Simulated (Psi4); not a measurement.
**BHOF2 (difluorohydroxyborane) at TPSS/def2-TZVPD (density fitting with cc-pvqz-jkfit, sweep point 5)**

What is the vertical singlet–triplet gap of BHOF2 (difluorohydroxyborane) at TPSS/def2-TZVPD (density fitting with cc-pvqz-jkfit, sweep point 5)? 

Program for the calculation: Psi4 1.11.

## 1. The structure to begin with

BHOF2: 5 atoms, total charge 0, spin state singlet. As SMILES, `OB(F)F`. The shape is that of a PBE0-D4/def2-TZVP optimisation.

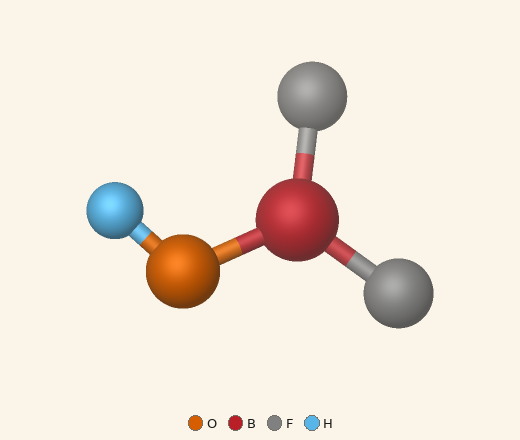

The structure, seen from a chosen angle (oxygen orange, boron red, fluorine grey, hydrogen blue).

## 2. A single-point energy at TPSS/def2-TZVPD (density fitting with cc-pvqz-jkfit, sweep point 5)

Contents of job.inp:

```
memory 1.6 GB

molecule mol {
  0 1
  O      0.038630     1.000750     0.174310
  B      0.105760    -0.342460     0.137210
  F      0.731030    -0.986880     1.100700
  F     -0.439530    -1.051930    -0.843330
  H     -0.435890     1.380520    -0.568880
  units angstrom
  symmetry c1
}

set globals {
  basis def2-TZVPD
  puream true
  scf_type df
  dft_radial_points 99
  dft_spherical_points 590
  df_basis_scf cc-pvqz-jkfit
}

e_tot, wfn = energy('tpss', return_wfn=True)
```

Launch:

```console
psi4 -i job.inp -o job.out -n 1
```

job.out, shortened:

```text
[...]
  Running in c1 symmetry.
[...]
  Nuclear repulsion =  112.725598717264262
[...]
  Multiplicity = 1
[...]
  Nalpha       = 16
  Nbeta        = 16
[...]
    Number of basis functions: 166
[...]
   @DF-RKS iter   1:  -300.43468530825544   -3.07099e-01   5.47376e-03 DIIS/ADIIS
[...]
   @DF-RKS iter   9:  -300.69647280036548   -9.76968e-08   3.79314e-07 DIIS
[...]
    Orbital Energies [Eh]
    ---------------------
    Doubly Occupied:
       1A    -24.429755     2A    -24.425888     3A    -18.928051
       4A     -6.707574     5A     -1.167133     6A     -1.139295
       7A     -0.995139     8A     -0.556842     9A     -0.514728
      10A     -0.482809    11A     -0.448653    12A     -0.411878
      13A     -0.388370    14A     -0.374673    15A     -0.347850
      16A     -0.332928
[...]
  @DF-RKS Final Energy:  -300.69647280036548
   => Energetics <=
    Nuclear Repulsion Energy =            112.7255987172642619
    One-Electron Energy =                -640.2186696718665644
    Two-Electron Energy =                 260.9109984947135104
    DFT Exchange-Correlation Energy =     -34.1144003404766636
    Empirical Dispersion Energy =           0.0000000000000000
    VV10 Nonlocal Energy =                  0.0000000000000000
    Total Energy =                       -300.6964728003654841
[...]
 Multipole Moments:
 ------------------------------------------------------------------------------------
     Multipole            Electronic (a.u.)      Nuclear  (a.u.)        Total (a.u.)
 ------------------------------------------------------------------------------------
 L = 1.  Multiply by 2.5417464519 to convert [e a0] to [Debye]
 Dipole X            :          0.2681365           -0.5864318           -0.3182953
 Dipole Y            :         -2.3401439            2.8269837            0.4868398
 Dipole Z            :          0.1854943           -0.6583888           -0.4728944
 Magnitude           :                                                    0.7496359
[...]
```

It took 44 s on 1 thread of Intel Xeon at 2.70GHz, shared host; peak memory 1.3 GiB.

## 3. The triplet, same level

Contents of calc.dat:

```
memory 1600 MB

molecule mol {
  0 3
  O      0.038630     1.000750     0.174310
  B      0.105760    -0.342460     0.137210
  F      0.731030    -0.986880     1.100700
  F     -0.439530    -1.051930    -0.843330
  H     -0.435890     1.380520    -0.568880
  units angstrom
  symmetry c1
}

set {
  basis                def2-TZVPD
  reference            uks
  puream               true
  scf_type             df
  dft_radial_points    99
  dft_spherical_points 590
  df_basis_scf         cc-pvqz-jkfit
  maxiter              100
}

energy_value, wavefunction = energy("tpss", return_wfn=True)
print_variables()
```

Launch:

```console
psi4 -n 1 calc.dat calc.out
```

calc.out, shortened:

```text
[...]
  Running in c1 symmetry.
[...]
  Nuclear repulsion =  112.725598717264262
[...]
  Multiplicity = 3
[...]
  Nalpha       = 17
  Nbeta        = 15
[...]
    Number of basis functions: 166
[...]
   @DF-UKS iter   1:  -300.03348807422117    9.40987e-02   5.31087e-03 ADIIS/DIIS
[...]
   @DF-UKS iter  14:  -300.38385083119550   -1.49410e-08   5.58236e-07 DIIS
[...]
   @S^2 Observed:                2.002879916E+00
[...]
    Orbital Energies [Eh]
    ---------------------
    Alpha Occupied:
       1A    -24.509125     2A    -24.509042     3A    -19.128937
       4A     -6.804684     5A     -1.245248     6A     -1.215124
       7A     -1.172215     8A     -0.689773     9A     -0.591109
      10A     -0.576555    11A     -0.571197    12A     -0.516773
      13A     -0.498202    14A     -0.467995    15A     -0.465647
      16A     -0.435808    17A     -0.094042
    Alpha Virtual:
      18A     -0.083226    19A     -0.031003    20A      0.008573
      21A      0.009881    22A      0.035869    23A      0.038951
      24A      0.059175    25A      0.064410    26A      0.074585
[...]
  @DF-UKS Final Energy:  -300.38385083119550
   => Energetics <=
    Nuclear Repulsion Energy =            112.7255987172642619
    One-Electron Energy =                -636.8716369830599433
    Two-Electron Energy =                 257.6883194238280907
    DFT Exchange-Correlation Energy =     -33.9261319892278621
    Empirical Dispersion Energy =           0.0000000000000000
    VV10 Nonlocal Energy =                  0.0000000000000000
    Total Energy =                       -300.3838508311955025
[...]
 Multipole Moments:
 ------------------------------------------------------------------------------------
     Multipole            Electronic (a.u.)      Nuclear  (a.u.)        Total (a.u.)
 ------------------------------------------------------------------------------------
 L = 1.  Multiply by 2.5417464519 to convert [e a0] to [Debye]
 Dipole X            :          0.9752149           -0.5864318            0.3887832
 Dipole Y            :         -3.2736405            2.8269837           -0.4466568
 Dipole Z            :          1.2500007           -0.6583888            0.5916119
 Magnitude           :                                                    0.8370540
[...]
```

It took 1.9 min on 1 thread of Intel Xeon at 2.70GHz, shared host; peak memory 1.3 GiB.

## 4. Summary of results

At TPSS/def2-TZVPD (density fitting with cc-pvqz-jkfit, sweep point 5):

```
                                        quantity          value
                           singlet: total energy  -300.69647 Eh
                          singlet: dipole moment         1.91 D
                            singlet: HOMO energy       -9.06 eV
                            singlet: LUMO energy       -0.82 eV
                          singlet: HOMO–LUMO gap        8.24 eV
                           triplet: total energy  -300.38385 Eh
                          triplet: dipole moment         2.13 D
     triplet: HOMO energy (highest over α and β)       -2.56 eV
                                   triplet: ⟨S²⟩          2.003
vertical energy of the triplet above the singlet       8.507 eV
```

In words: At this shape the triplet lies 8.51 eV (821 kJ/mol) above the singlet.
